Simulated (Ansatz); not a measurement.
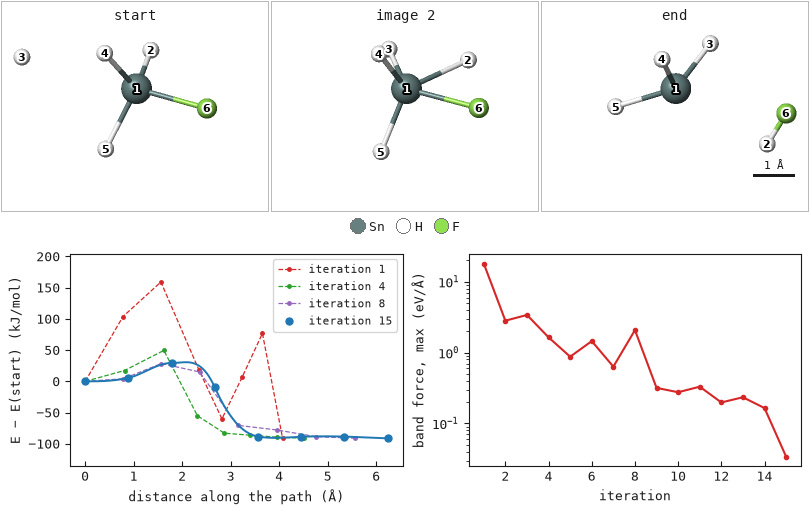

A nudged-elastic-band calculation for SnH4F (multiplicity 2), made up at the start of SnH3F and H. Images are numbered from 0 (start) to 7 (end). The plot follows the band through its iterations. The picture is a ball-and-stick view, seen at a tilt.

Method: UKS PBE/def2-SVP (Ansatz 0.2.0). Set-up: 6 movable images; no climbing image; force threshold 0.05 eV/Å; iteration limit 60; starting path through a guess of the saddle point.

> How did the profile develop, and is the result final?

The run is converged, with reservations. The band converged in 15 iterations. The largest component of the band force went from 18 to 0.034 eV/Å. No image climbed, so the highest image needn't lie on the saddle point, and the true maximum along this path can be higher. The first iteration put the highest image at 159.1 kJ/mol. Forward barrier 29.5 kJ/mol, backward barrier 120.4 kJ/mol, with image 2 at the top; the reaction energy is −91.0 kJ/mol.

Limits of the set-up: the start holds two separate molecules, 3.2 Å apart at their closest, whose relative position is a soft coordinate and is computed without a dispersion correction.

The run took 3.1 min on 1 thread of Arm Neoverse V1, on a shared host, peak memory 0.12 GiB.
